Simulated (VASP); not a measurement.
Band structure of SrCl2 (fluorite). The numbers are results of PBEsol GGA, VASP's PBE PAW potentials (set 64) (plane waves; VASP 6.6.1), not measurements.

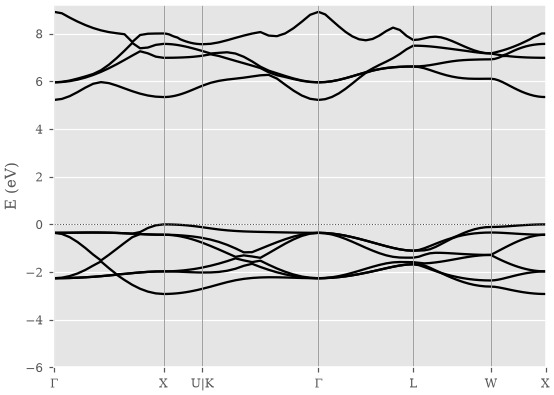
Figure. Bands along high-symmetry lines, zero at the valence-band maximum or, without a gap, the Fermi level

**Question.** Read the plot: is there a gap, and where are the band edges?

**Answer.** The gap is indirect, 5.22 eV, from the valence maximum at X to the conduction minimum at Γ. (Edges off the drawn lines would not show.)

Measured: gap 7.50 eV (computed value off by -2.28 eV), as given by Andrés Aguado et al., Journal of the Physical Society of Japan (1999), arXiv:cond-mat/9901145.

The compound is SrCl2 in the fluorite structure. It was relaxed first.
